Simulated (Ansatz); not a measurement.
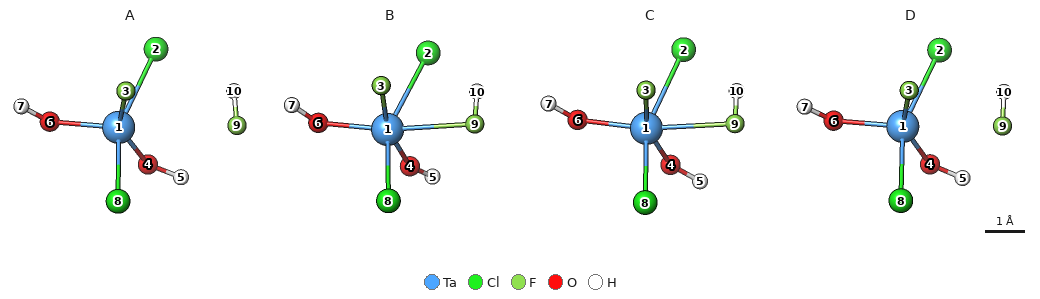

4 geometries from one relaxation of TaH₃O₂Cl₂F₂, in shuffled order. A ball-and-stick model, seen at a tilt.

The run prepares an end point of a later path (reaction) calculation, from a guessed geometry.

The calculation used RKS PBE/def2-SVP in Ansatz. (no spin polarisation; force threshold 0.03 eV/Å; at most 50 steps)

Q: Put them in the order of the run, from the start to the converged end.

A: A, D, C, B. They are steps 0, 2, 6, 18, at +0.298 eV, +0.110 eV, +0.017 eV relative to the last. After 15 accepted moves (18 points after the start) the energy has fallen by 0.298 eV. Largest force component: 0.59 eV/Å at the start, 0.018 eV/Å at the end. The line search rejected the trial steps at points 7, 10, 16 of the run. The largest move after the best rigid fit is that of F9, 0.64 Å. By element the largest moves are F 0.64 Å, H 0.51 Å, Cl 0.33 Å, Ta 0.24 Å, O 0.23 Å. Some distances before and after: Ta1–F9 3.121 → 2.366 Å, Ta1–H10 3.159 → 2.539 Å, Cl2–H10 2.565 → 1.989 Å, F9–H10 0.936 → 0.981 Å. New bonds form, among them: Ta1–F9 (3.12 → 2.37 Å). Bond angles that change, for instance: Ta1–O4–H5 140.3° → 157.8°, F3–Ta1–O4 150.1° → 166.2°, F3–Ta1–O6 107.0° → 94.3°. The run took 42 s on 4 threads of Arm Neoverse V1, with other jobs on the host, peak memory 0.22 GiB.

Limits of the set-up: the start holds two separate molecules, 2.6 Å apart at their closest, whose relative position is a soft coordinate and is computed without a dispersion correction.
